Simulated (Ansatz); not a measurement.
# SiH2 (SMILES [H][Si][H]) at 6 levels

Wanted: a comparison of 6 runs (HF/3-21G, r2SCAN/3-21G, UPBE0/cc-pVDZ, UMP2/3-21G, UMP2/cc-pVDZ, CCSD/cc-pVDZ) of SiH2. 

The results are computed with Ansatz 0.2.0.

61 further runs of the same task are left out: 61 set aside as unsound or not needed.

### Step 1. Starting point

The species is SiH2 (3 atoms), meant as a singlet with charge 0. SMILES: `[H][Si][H]`. The H3–Si1 distance was set to 2.970 Å, away from the relaxed value. At this shape a bond of the SMILES string is far longer than usual.

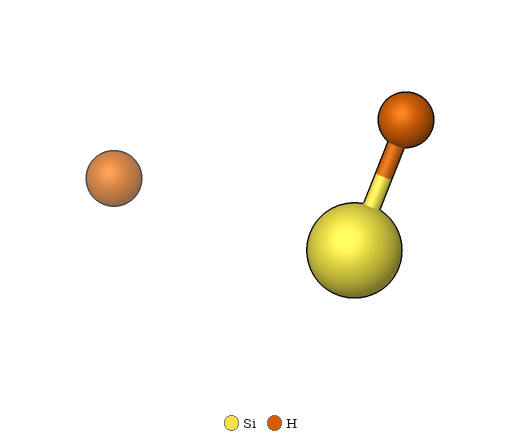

Viewed from a chosen angle; silicon yellow, hydrogen orange.

### Step 2. The energy at HF/3-21G (run 1)

Input file job.yaml:

```yaml
crystal:
  periodic: [false, false, false]
  atoms:
    - {symbol: Si, position_ang: [1.125860, -0.044489, -1.629664]}
    - {symbol: H, position_ang: [2.230870, -0.056339, -0.636554]}
    - {symbol: H, position_ang: [-1.115450, 0.028170, 0.318290]}
basis:
  gaussian: {orbitals: 3-21G.json}
hamiltonian: {xc: hf}
accuracy: high
```

The basis set 3-21G is read from a file made from the Basis Set Exchange's data (not shown).

Run with:

```sh
$ ansatz run job.yaml --threads 1 --pin off --max-ram 2610MiB --events-out events.jsonl --progress --plain --runs-dir runs
```

The program printed:

```text
Warning: RAYON_NUM_THREADS=1 ignored (pool sized by the plan → 1); use --threads N
Functional definition: HF
  name "HF"
  exchange = exact_x
  correlation = 0
324 factors; integrals over basis functions are off by at most 3.3e-9 eV
mean field evaluation 1: about -7844.9901 eV, gradient 1.2e1 eV
mean field evaluation 2: about -7844.9893 eV, gradient 1.2e1 eV
mean field evaluation 4: about -7846.2878 eV, gradient 8.8e-1 eV
mean field evaluation 8: about -7846.2977 eV, gradient 1.5e-3 eV
mean field evaluation 16: about -7841.7590 eV, gradient 1.7e0 eV
mean field -7846.29769298 eV, -288.3461218055 hartree, gradient 4.2e-8 eV, S^2 0.000000; 0 other end points of the search recorded, 0 dependent functions left out
reference -7846.29769298 eV, -288.3461218055 hartree; 8, 8 occupied and 9, 9 virtual orbitals, 324 factors
Total energy: -7846.29769298 eV, -288.3461218055 hartree
```

Run time: 0.1 s. Hardware: 1 thread of Arm Neoverse V1, shared host.

### Step 3. The energy at r2SCAN/3-21G (run 2)

Input file input.yaml:

```yaml
crystal:
  periodic: [false, false, false]
  atoms:
    - {symbol: Si, position_ang: [1.125860, -0.044489, -1.629664]}
    - {symbol: H, position_ang: [2.230870, -0.056339, -0.636554]}
    - {symbol: H, position_ang: [-1.115450, 0.028170, 0.318290]}
basis:
  gaussian: {orbitals: 3-21G.json}
hamiltonian: {xc: r2scan}
accuracy: high
```

The basis set 3-21G is read from a file made from the Basis Set Exchange's data (not shown).

Run with:

```sh
$ ansatz run input.yaml --threads 1 --pin off --max-ram 2610MiB --events-out events.jsonl --progress --plain --runs-dir runs
```

The program printed:

```text
Warning: RAYON_NUM_THREADS=1 ignored (pool sized by the plan → 1); use --threads N
Functional definition: r2SCAN
  name "r2SCAN"
  parameter k0 = 0.174
  parameter k1 = 0.065
  parameter a1 = 4.9479
  exchange = r2scan_x(k0 = k0, k1 = k1, a1 = a1)
  correlation = r2scan_c
324 factors; integrals over basis functions are off by at most 3.3e-9 eV
mean field evaluation 1: about -7859.4650 eV, gradient 1.5e1 eV
mean field evaluation 2: about -7848.4156 eV, gradient 2.4e1 eV
mean field evaluation 4: about -7860.8460 eV, gradient 7.6e0 eV
mean field evaluation 8: about -7861.3066 eV, gradient 1.1e-1 eV
mean field evaluation 16: about -7861.2980 eV, gradient 2.5e-6 eV
mean field -7861.29795534 eV, -288.8973712797 hartree, gradient 3.5e-8 eV, S^2 0.000000; 0 other end points of the search recorded, 0 dependent functions left out
reference -7861.29795581 eV, -288.8973712968 hartree; 8, 8 occupied and 9, 9 virtual orbitals, 324 factors
Total energy: -7861.29795581 eV, -288.8973712968 hartree
```

Run time: 1.4 s. Hardware: 1 thread of Arm Neoverse V1, shared host; peak memory 0.1 GiB.

Runs 3 to 5 aren't shown in full; the table further down has their settings and results.

### Step 4. A single-point energy at CCSD/cc-pVDZ (run 6)

Input file molecule.yaml:

```yaml
crystal:
  periodic: [false, false, false]
  atoms:
    - {symbol: Si, position_ang: [1.125860, -0.044489, -1.629664]}
    - {symbol: H, position_ang: [2.230870, -0.056339, -0.636554]}
    - {symbol: H, position_ang: [-1.115450, 0.028170, 0.318290]}
basis:
  gaussian:
    orbitals: cc-pVDZ
correlation:
  method: ccsd
  frozen_orbitals: {H: 0, Si: 5}
accuracy: high
scf:
  omitted_lower_state_checks: [cluster_reference, increment]
```

Run with:

```sh
$ ansatz run molecule.yaml --threads 1 --pin off --max-ram 2610MiB --events-out events.jsonl --progress --plain --runs-dir runs
```

The program printed:

```text
Warning: RAYON_NUM_THREADS=1 ignored (pool sized by the plan → 1); use --threads N
[... 12 lines left out ...]
5 core orbitals not correlated: weight in the atoms' cores, before any rotation towards them, 1.000 or more for the frozen orbitals, at most 0.000 for the correlated occupied ones
[... 29 lines left out ...]
WARN: these amplitudes may be one of several solutions (largest doubles amplitude 0.44, level shift 0.69 eV)
Total energy: -7892.05392319 eV, -290.0276322510 hartree
Checks for a lower state left out: cluster_reference, increment
```

It took 0.37 s on 1 thread of Arm Neoverse V1, shared host.

### Step 5. The series

| run | level | frozen core orbitals | energy (Eh) | wall time |
| --- | --- | --- | --- | --- |
| 1 | HF/3-21G | – | -288.346122 | 0.1 s |
| 2 | r2SCAN/3-21G | – | -288.897371 | 1.4 s |
| 3 | UPBE0/cc-pVDZ | – | -290.369278 | 4.2 s |
| 4 | UMP2/3-21G | 5 | -288.437706 | 0.37 s |
| 5 | UMP2/cc-pVDZ | 5 | -289.997333 | 1.2 s |
| 6 | CCSD/cc-pVDZ | 5 | -290.027632 | 0.37 s |

### Step 6. What came out

| quantity | value |
| --- | --- |
| run 6: total energy | -290.02763 Eh |
| run 6: correlation energy (5 core orbitals frozen) | -149.9 mEh |
| run 6: T1 diagnostic | 0.067 |

Totals of different functionals can't be ranked against each other. In run 6 the T1 diagnostic is large, so a single reference may not serve. In run 6 the log says that unrestricted orbitals would lower the reference, so the values rest on an unstable closed-shell determinant (other closed-shell runs at this shape may share the fault). In runs 1, 2, 6 a closed-shell determinant meets a far-stretched bond, which it describes badly. Spin contamination of the reference: run 5 ⟨S²⟩ = 0.95, run 4 ⟨S²⟩ = 0.90, run 3 ⟨S²⟩ = 0.71. Where it is this large, the reference is a mixture of spin states, and values that rest on it are in doubt. All runs together took 7.6 s, the longest 4.2 s.
